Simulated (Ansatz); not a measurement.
The reference is GeSe (space group P6_3mc, No. 186; a = 4.710 Å, c = 5.685 Å; a hypothetical phase, not in the database extracts checked). Axes: x lies along a and z along c of the hexagonal cell.

Perturbation: the cell is compressed by 1.63 % along z with no lateral relaxation, atoms relaxed at fixed cell.

Method: plane-wave PAW DFT at the PBEsol level (Ansatz, a program for electronic structure, 420 eV), no spin-orbit coupling, earlier PAW set.

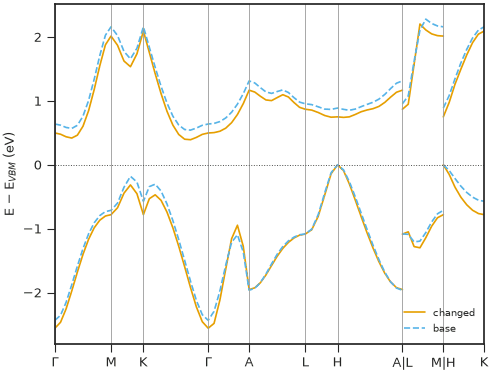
Highest valence and lowest conduction band along the path, each from its own valence-band maximum

The gap is 0.39 eV, indirect, H → K–Γ (73 % along); the base has 0.54 eV.

The cells carry an imposed strain or load. Stability against distortions was not tested.
